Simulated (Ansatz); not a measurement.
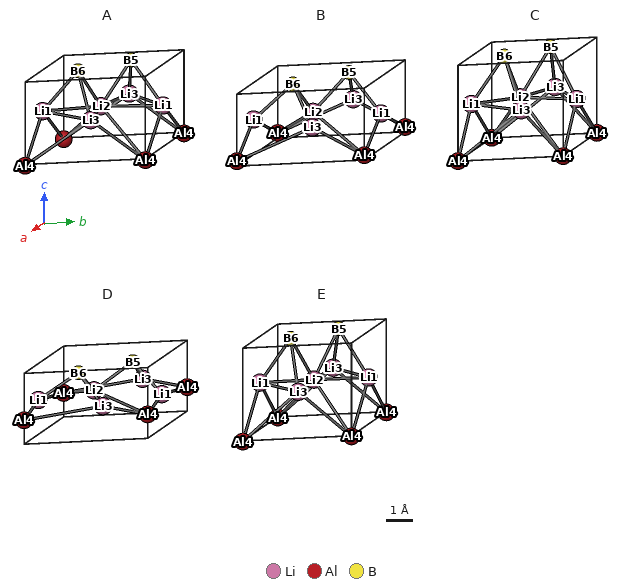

5 geometries from one relaxation of a crystal of Li$_{3}$AlB$_{2}$ (a generated structure, set up in P31m) (coarse preliminary run), in shuffled order. The picture is a ball-and-stick view of the cell of the calculation, seen slightly off an axis.

Computed with Ansatz, DFT PBE, scalar-relativistic, plane waves, PAW. Set-up: plane-wave cutoff 420 eV; k-point mesh 6 × 6 × 6; occupations gaussian; smearing width 0.1 eV; no spin polarisation; cell and atoms relaxed; force threshold 0.04 eV/Å; at most 70 steps.

> Put them in the order of the run, from the start to the converged end.

D, B, A, E, C. They are steps 0, 4, 7, 10, 21, at +1232 meV per atom, +278 meV per atom, +169 meV per atom, +40.9 meV per atom relative to the last. Over 18 accepted moves (21 points after the start) the energy falls by 1232 meV per atom. Largest force component: 4.1 eV/Å at the start, 0.011 eV/Å at the end. Pressure: 23.98 GPa at the start and 0.04 GPa at the end. The line search rejected the trial step at point 19 of the run. At 2 points the geometry stayed and the basis and grid were re-selected for the new cell (energy shift of 13.0 meV per atom at most each time). Al4 moves most relative to the cell: 1.32 Å along −c. By element the largest moves are Al 1.32 Å, B 0.57 Å, Li 0.17 Å. Cell: a = b 5.026 → 4.280 Å (−14.9 %), c 2.897 → 3.919 Å (+35.2 %). Volume −1.9 %. Among the contacts that change: Li1–Al4 4.053 → 3.236 Å, Al4–B5 3.223 → 2.471 Å, Li1–Al4 (another image) 1.864 → 2.596 Å, Li1–Li2 2.789 → 2.268 Å. New bonds form, among them: Li1–Li2 (2.79 → 2.27 Å), Li1–Li3 (2.79 → 2.27 Å), Li2–Li3 (2.79 → 2.27 Å). Among the angles between lasting bonds that change: Li1–Al4–Li2 115.0° → 69.4°, Al4–Li2–B5 96.2° → 59.6°, Li1–B6–Li2 92.3° → 57.5°. The space group (tolerance 0.01 Å) goes from P31m (No. 157) to P-62m (No. 189). Cost: 2.9 min on 1 thread of Intel(R) Xeon(R) Processor @ 2.50GHz (Skylake/Cascade Lake), on a shared host, peak memory 0.39 GiB.
